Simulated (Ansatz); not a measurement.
BrClCuHSi (SMILES Cl[SiH+][Cu-][Br])

Input

```
crystal:
  periodic: [false, false, false]
  atoms:
    - {symbol: Br, position_ang: [-1.974053, -1.782438, 3.907343]}
    - {symbol: Cl, position_ang: [-4.544165, 0.961024, -0.624462]}
    - {symbol: Cu, position_ang: [-2.524111, -1.030472, 1.871285]}
    - {symbol: Si, position_ang: [-3.010233, -0.335062, -0.144239]}
    - {symbol: H, position_ang: [-2.416478, -0.602580, -1.498703]}
basis:
  gaussian: {orbitals: def2-TZVPD}
hamiltonian: {xc: pbe0}
output: {forces: true, orbitals: {seedname: orbitals}}
```

Run with:

```sh
ansatz run input.yaml --threads 1 --pin off --max-ram 2610MiB --events-out events.jsonl --progress --plain --runs-dir runs
```

Geometry: B3LYP-D3(BJ)/def2-SVP.

All numbers below come from isolated molecule in a Gaussian basis; Kohn-Sham density functional theory, functional PBE0 (Ansatz 0.2.0).

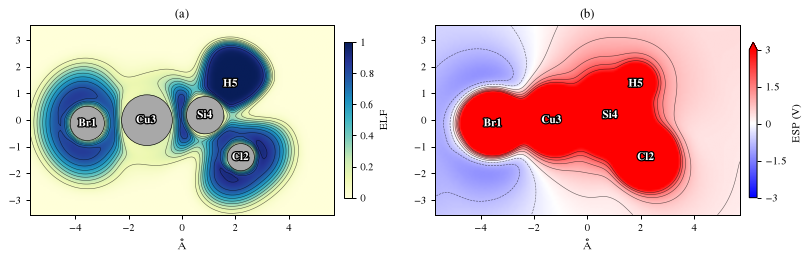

Figure 1. (a) ELF; (b) electrostatic potential on the molecular plane. Grey discs cover the atomic cores in the ELF map.

Q: Describe what can be read from this map.

A: Atoms in the plane: Br, Cl, Cu, Si and H. Si–Cl (2.06 Å): the ELF peaks at about 0.85 between the atoms; a shared but strongly polarised pair. Cu–Si (2.19 Å): the ELF peaks at about 0.80 between the atoms. Cu–Br (2.24 Å): the ELF peaks at about 0.75 in the valence shell of Br, 0.9 Å from its nucleus, and is about 0.50 at the midpoint. Si–H (1.50 Å): the ELF climbs to about 1 towards the hydrogen, as it does in any bond to H. The ELF also peaks beside Cl2, away from the bonds: lone-pair regions. Outside the dense part of the molecule the potential is most negative (−1.3 V) near Br1.

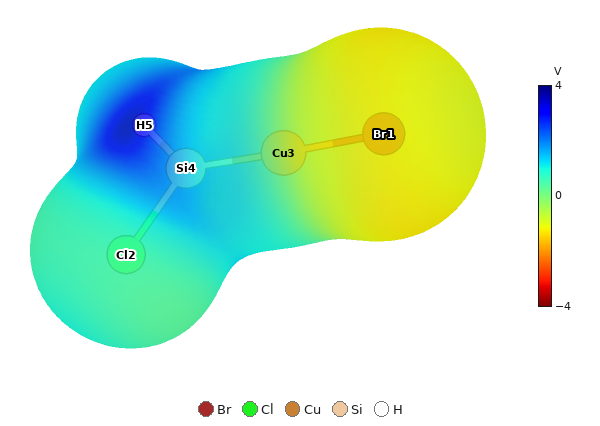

Figure 2. The electrostatic potential painted on the density surface at 0.002 e/bohr³, seen at a tilt; the colour scale runs from red (negative) to blue (positive).

Q: Describe the electrostatic potential map.

A: The most negative region (about −1.3 V) lies over Br1, the most positive (about +3.4 V) over Si4.

Q: What dipole moment does the calculation give?

A: Its dipole moment is 6.21 D.

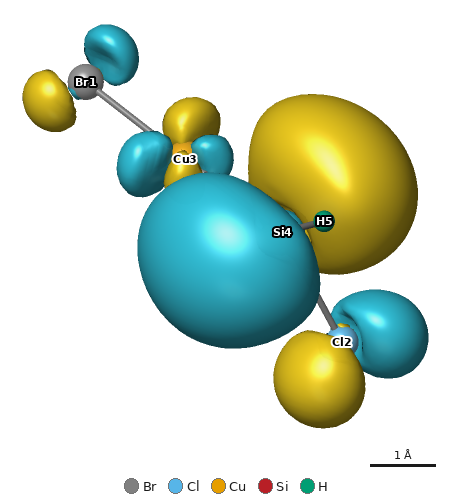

Figure 3. The LUMO at ±0.08 Å⁻³ᐟ² (yellow and cyan are the two phases), seen at an oblique angle.

Q: What is the character of this orbital?

A: Its weight (Hirshfeld) is mainly on Si4 (about 65 %), Cu3 (about 15 %) and Cl2 (about 10 %); it changes sign across the molecular plane (π type). Its energy is −4.13 eV.
